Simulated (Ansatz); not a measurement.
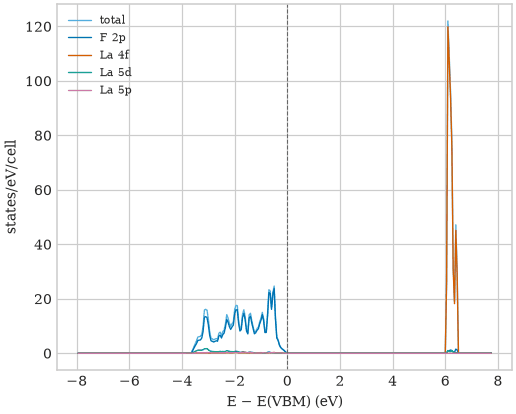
Total and projected density of states of LaF$_{3}$ in space group P6_3/mmc (No. 194; La on 2c, F on 4f, F on 2b), PBEsol (plane waves, PAW; program Ansatz)

Which orbitals carry the states next to the gap?

Top 1 eV of the valence band: F 2p 95 %. Bottom 1 eV of the conduction band: La 4f 97 %. Projections are on Löwdin-orthogonalised atomic valence shells; empty p or d shells of many metals are not among them.

Where is the tallest occupied peak in this window, and what makes it?

Near -0.5 eV, about 25 states/eV per cell; the largest projected share is F 2p.

The workflow started from a Materials Project entry (that database holds measured and hypothetical structures alike); the Crystallography Open Database files this formula in space group No. 194, but the cells were not matched. Its standing as an ambient phase is unchecked. Symmetry was held in the PBEsol relaxation; whether a distortion lowers the energy is not shown. Scalar-relativistic: spin–orbit coupling is off unless named, which matters more the heavier the elements.

Potentials: the later of the program's two PAW sets.
